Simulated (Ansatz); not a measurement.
BBrO (SMILES O=BBr) (triplet)

Input file:

```
crystal:
  periodic: [false, false, false]
  atoms:
    - {symbol: B, position_ang: [1.028182, -0.354179, -0.667103]}
    - {symbol: Br, position_ang: [1.040740, 0.438467, 1.118206]}
    - {symbol: O, position_ang: [-0.235244, -0.530099, -0.936164]}
basis:
  gaussian:
    orbitals: def2-TZVPD
magnetization:
  spin_polarized: true
  initial_magnetization: 2
hamiltonian:
  xc: {name: PBE0}
output: {forces: true, orbitals: {seedname: orbitals}}
```

Command:

```sh
ansatz run input.yaml --threads 1 --pin off --max-ram 2610MiB --events-out events.jsonl --progress --plain --runs-dir runs
```

Geometry: PBE0-D4/def2-TZVP.

Level of theory: Ansatz 0.2.0, isolated molecule in a Gaussian basis; Kohn-Sham density functional theory, functional PBE0.

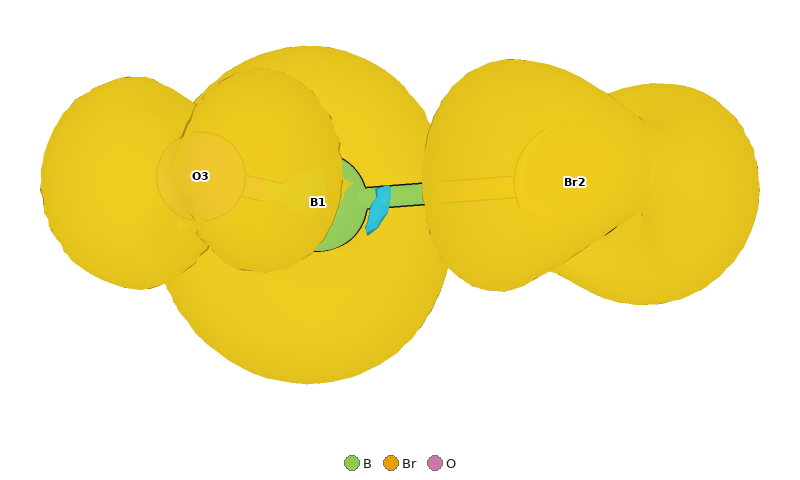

Figure 1. Isosurfaces of the spin density at +0.04 (yellow) and −0.04 e/Å³ (cyan), seen from one side.

Which atoms carry the spin?

The unpaired spin (2 electrons) lies mostly on B1 (about 0.8), O3 (about 0.7) and Br2 (about 0.5), in electrons by Hirshfeld's partition.

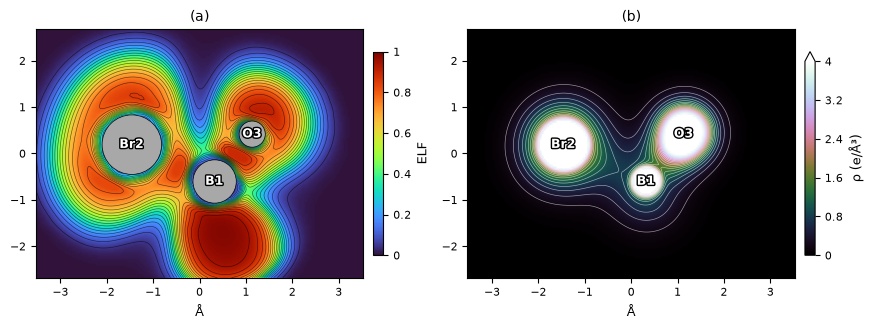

Figure 2. (a) ELF; (b) total electron density on the molecular plane. Grey discs cover the atomic cores in the ELF map.

What do the fields say about this system?

- The section cuts through B, Br and O sites.
- B–O (1.30 Å): the density is about 2.4 e/Å³ at the midpoint; the ELF peaks at about 0.90 between the atoms; a polar covalent bond.
- B–Br (1.95 Å): ρ at the midpoint is about 1 e/Å³, with its minimum of 0.8 e/Å³ about 0.6 Å from B; the ELF peaks at about 0.85 between the atoms (a shared but strongly polarised pair).
- The ELF also peaks beside B1, Br2 and O3, away from the bonds: non-bonding electrons, paired or unpaired.

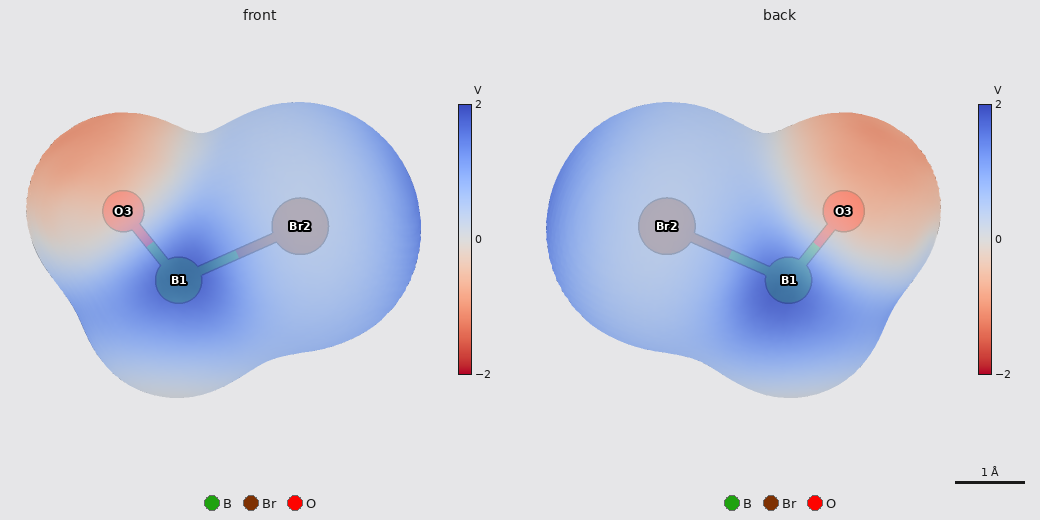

Figure 3. The electrostatic potential painted on the density surface at 0.004 e/bohr³, seen from the front and from behind; the colour scale runs from red (negative) to blue (positive).

Where is the surface potential most negative and most positive?

The most negative region (about −1.0 V) lies over O3, the most positive (about +1.8 V) over B1. Br2 shows a σ-hole: about +1.4 V at the tip opposite its bond, against about +0.5 V on its flanks.
